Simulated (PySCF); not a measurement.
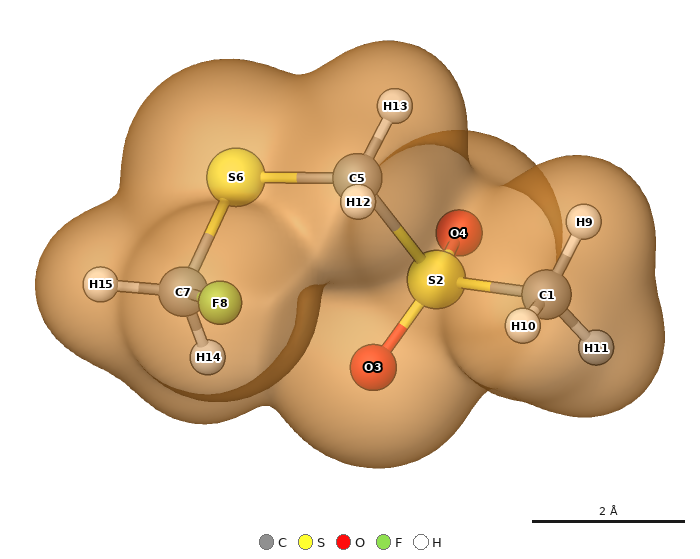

*C$_{3}$H$_{7}$FO$_{2}$S$_{2}$ (SMILES CS(=O)(=O)C[S+]CF) (charge +1, doublet). Isosurface of the electron density at 0.05 e/Å³ (orange), seen across its widest extent.*

Geometry: GFN2-xTB.

These are results of UKS B3LYP, pcH-1 on C F H O S, non-relativistic, mean-field spin-orbit, GIAO (PySCF 2.14.0, density-fitted response routines), not measurements.

```xyz
15

C    -2.0907    0.5784    0.9283
S    -1.0931    0.0396   -0.4658
O    -0.3369    1.1195   -1.0136
O    -1.7916   -0.8447   -1.3275
C     0.2583   -1.0798    0.3679
S     1.5111   -1.3611   -0.8142
C     2.3881    0.2453   -0.7415
F     2.3676    0.7260    0.5144
H    -2.4826   -0.2941    1.4363
H    -1.4752    1.1935    1.5735
H    -2.9054    1.1667    0.5145
H     0.6073   -0.5197    1.2323
H    -0.2347   -2.0128    0.6241
H     1.8486    0.9538   -1.3883
H     3.4248    0.0975   -1.0595
```

What does this surface tell about the bonding?

At this value the surface is in one piece. It bridges the sampled C–F (1.34 Å), S–O (1.42 Å), C–S (1.75 Å) and C–H (1.08 Å) contacts, where the density stays above the isovalue. On the grid the lowest density along these lines, outside the cores, is 1.8 e/Å³ (C–F, 1.34 Å), 2.1 e/Å³ (S–O, 1.42 Å), 1.4 e/Å³ (C–S, 1.75 Å) and 1.9 e/Å³ (C–H, 1.08 Å).
